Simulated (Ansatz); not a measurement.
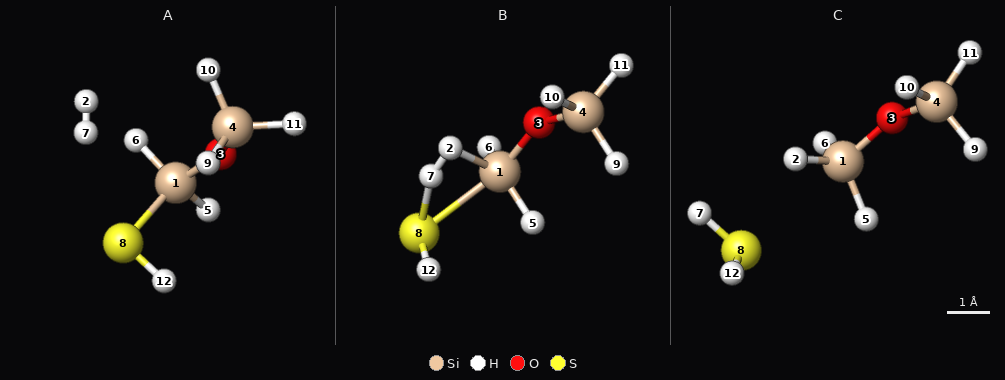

Three geometries of Si₂H₈SO: a saddle point and the two minima that it joins, in shuffled order. The picture is a ball-and-stick view, seen from a free direction. Sticks join atoms that are closer than about 1.2 times the sum of their covalent radii (a little more with hydrogen).

Stationary points at PBE0-D4/def2-TZVP, single-point energies with CCSD(T)/CBS, wB97M-V, BLYP-D4, PBE-QIDH, SPW92 (LDA), BHLYP-D4 (def2-TZVPP where no basis is named; Ansatz 0.2.0). The energies are electronic, without zero-point or thermal terms, and both ends are the minima reached downhill from the saddle, with any fragments still in contact. CCSD(T)/CBS stands for a frozen-core estimate: MP2 correlation extrapolated from def2-TZVPP and def2-QZVPP, CCSD(T) minus MP2 from the smaller set.

Q: Identify the saddle point and describe the reaction.

A: Frame B is the saddle point. Counted by bonded pieces, C holds H₂S + Si₂H₆O and A holds H₂ + Si₂H₆SO. From C over the saddle to A, bonds form: Si1–S8 (3.41 → 2.46 → 2.13 Å), H2–H7 (3.25 → 0.92 → 0.75 Å). Bonds break: Si1–H2 (1.49 → 1.72 → 3.80 Å), H7–S8 (1.34 → 1.80 → 3.20 Å). The saddle has one imaginary mode, 906i cm⁻¹. With CCSD(T)/CBS the barrier is 44.9 kcal/mol from C and 55.7 kcal/mol from A, and A lies 10.8 kcal/mol below C.

```tsv
level	barrier from C (kcal/mol)	barrier from A (kcal/mol)	A less C (kcal/mol)
CCSD(T)/CBS	44.9	55.7	−10.8
wB97M-V	44.7	54.8	−10.1
BLYP-D4	40.8	51.5	−10.7
PBE-QIDH	43.3	53.7	−10.5
SPW92 (LDA)	28.7	38.6	−9.9
BHLYP-D4	49.4	58.7	−9.3
```

Against CCSD(T)/CBS, wB97M-V comes closest on the barrier from C (−0.2 kcal/mol) and SPW92 (LDA) misses most (−16.2 kcal/mol).

Limits of the set-up: the start holds two separate molecules, 3.2 Å apart at their closest, whose relative position is a soft coordinate.
